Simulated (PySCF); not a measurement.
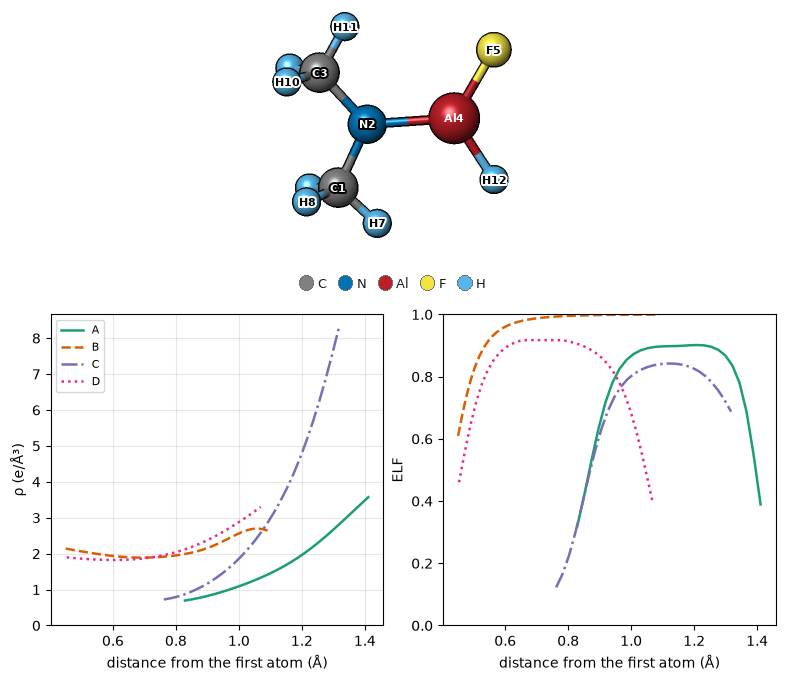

*C2H7AlFN (SMILES C[N](C)[AlH][F]). Total electron density and ELF along straight lines between neighbouring atoms. The curves leave out the atomic cores. The structure is drawn too.*

Geometry: GFN2-xTB.

Method: PySCF, PBE0/pcSseg-1, SCF density, gas phase, non-relativistic.

```xyz
12

C    -0.8544   -1.0878   -0.0073
N     0.0556    0.0409   -0.0027
C    -0.6245    1.3230    0.0394
Al    1.8181   -0.2788   -0.0466
F     2.9682    0.8997   -0.0501
H    -1.5159   -1.0614   -0.8803
H    -0.2657   -2.0066   -0.0409
H    -1.4763   -1.1018    0.8946
H    -1.2760    1.4528   -0.8329
H    -1.2401    1.4133    0.9419
H     0.1202    2.1205    0.0430
H     2.2919   -1.7145   -0.0842
```

### Which curve belongs to which contact (Al–F, Al–N, C–H and C–N)? The first atom named is at distance zero.

Curve A: Al–N (1.79 Å): the density is about 0.81 e/Å³ at the midpoint; the ELF peaks at about 0.90 in the valence shell of N, 0.6 Å from its nucleus, and is about 0.65 at the midpoint. Curve B: C–H (1.09 Å): ρ is about 2 e/Å³ halfway; the ELF climbs to about 1 towards the hydrogen, as it does in any bond to H; an ordinary covalent bond to hydrogen. Curve C: Al–F (1.65 Å): ρ is about 0.86 e/Å³ halfway; the ELF peaks at about 0.85 in the valence shell of F, 0.5 Å from its nucleus, and is about 0.30 at the midpoint. Curve D: C–N (1.45 Å): ρ at the midpoint is about 1.9 e/Å³; the ELF peaks at about 0.90 between the atoms: localised, covalent bonding.
